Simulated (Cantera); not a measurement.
Feed: 1 mol NH3, 9.3 mol H2, 26 mol N2, 1.7 mol O2, held at 13300 Pa.

Equilibrium computed with Cantera from the NASA thermochemical tables; the gas is ideal and each condensed phase is pure. Candidate condensed phases: H2O; 24 gas species. Equilibrium is a limit: real reactors are often held back by kinetics, nucleation or transport.

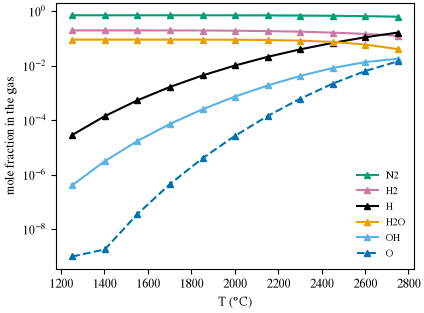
Equilibrium gas composition (values under 1e-9 drawn at 1e-9)

From 1252 °C to 2752 °C nothing is condensed.
